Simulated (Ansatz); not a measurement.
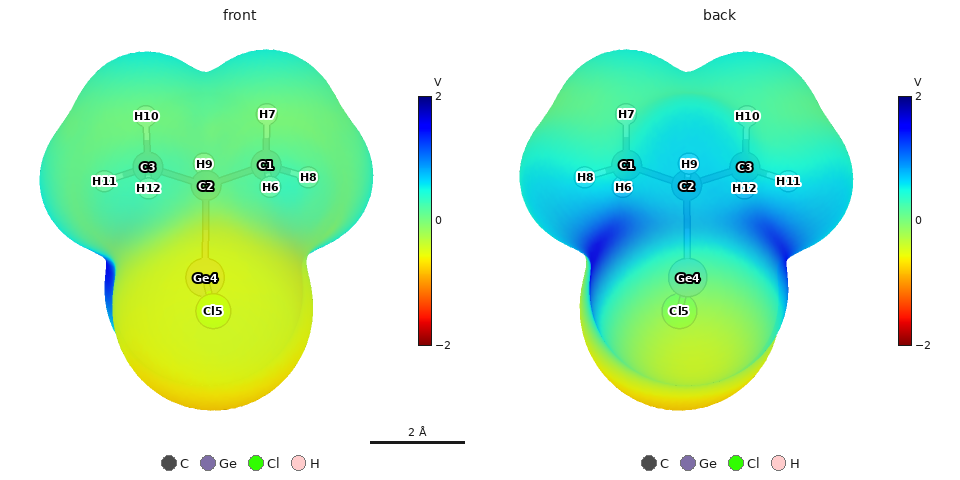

*C₃H₇ClGe. The molecular electrostatic potential painted on the density surface at 0.001 e/bohr³, seen from the front and from behind; red is negative and blue positive.*

Geometry: PBE0-D4/def2-TZVP.

These are results of RKS PBE0-D4/def2-TZVPP (Ansatz), not measurements.

```xyz
12

C    -0.6527    0.3546    1.1125
C    -0.1143   -0.6073    0.0624
C     1.2534   -0.1803   -0.4578
Ge   -1.3911   -0.8688   -1.4633
Cl   -1.4695    1.2262   -2.1320
H    -0.7662    1.3596    0.6989
H     0.0328    0.4206    1.9649
H    -1.6262    0.0448    1.5053
H    -0.0300   -1.6098    0.5036
H     1.9822   -0.1376    0.3593
H     1.6540   -0.8698   -1.2084
H     1.2044    0.8129   -0.9114
```

### Which sites attract a positive test charge, and which a negative one?

A positive charge is drawn to the negative regions and a negative charge to the positive ones. The most negative region (about −0.8 V) lies over Cl5, the most positive (about +1.5 V) over Ge4.
